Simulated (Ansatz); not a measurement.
A computed series for Nb: response to strain

Start from Nb in the bcc (W type) structure (space group Im-3m, No. 229; relaxed with 0.1 eV smearing).

```cif
data_Nb2
_chemical_formula_sum 'Nb2'
_space_group_name_H-M_alt 'Im-3m'
_space_group_IT_number 229
_space_group_name_Hall '-I 4 2 3'
_cell_length_a 3.30447
_cell_length_b 3.30447
_cell_length_c 3.30447
_cell_angle_alpha 90.000
_cell_angle_beta 90.000
_cell_angle_gamma 90.000
loop_
_atom_site_label
_atom_site_type_symbol
_atom_site_symmetry_multiplicity
_atom_site_Wyckoff_symbol
_atom_site_fract_x
_atom_site_fract_y
_atom_site_fract_z
_atom_site_occupancy
Nb1 Nb 2 a 0.00000 0.00000 0.00000 1
```
(The calculation used a cell of 1 atom; values per cell refer to that cell.)

Strains are applied to the cell and any free atomic positions relax.

Computed with r2SCAN (Ansatz, a program for electronic structure, PAW, scalar-relativistic without spin-orbit coupling).

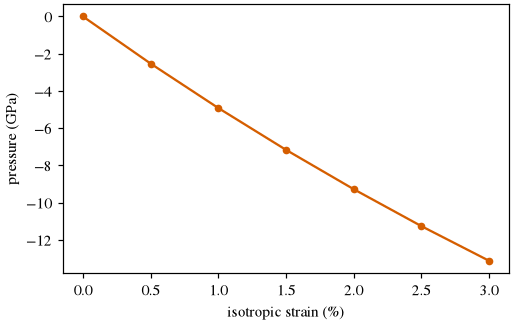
Figure. Pressure against isotropic strain

**Question.** From the plot, what is the pressure for isotropic strain +3.00 %?

**Answer.** About -13 GPa.

**Question.** Is the trend monotonic over the range shown?

**Answer.** Yes, it falls throughout, spanning -13.1 GPa to 0.0 GPa.

No phonon test of stability was made. All final runs are without spin polarisation.
